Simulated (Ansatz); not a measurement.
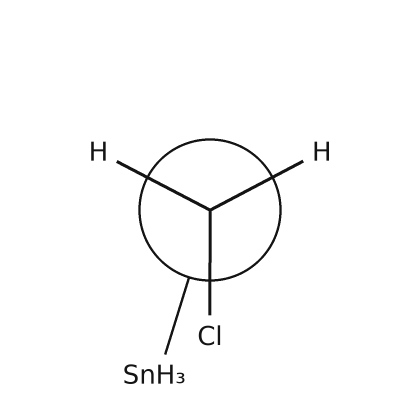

A Newman projection along the Si–O bond, silicon in front; angles are drawn as computed, but eclipsed bonds slightly apart. Computed geometry: PBE0-D4/def2-TZVP optimisation. No frequency run is at hand to confirm it as a minimum.

Question: Which molecule is it?

Answer: ClH5OSiSn, Cl[SiH2][O][SnH3]

Question: What is the torsion angle from the front Cl to the back SnH3? The sign is positive where the front bond must turn clockwise to cover the back bond.

Answer: 4°, synperiplanar (eclipsed).
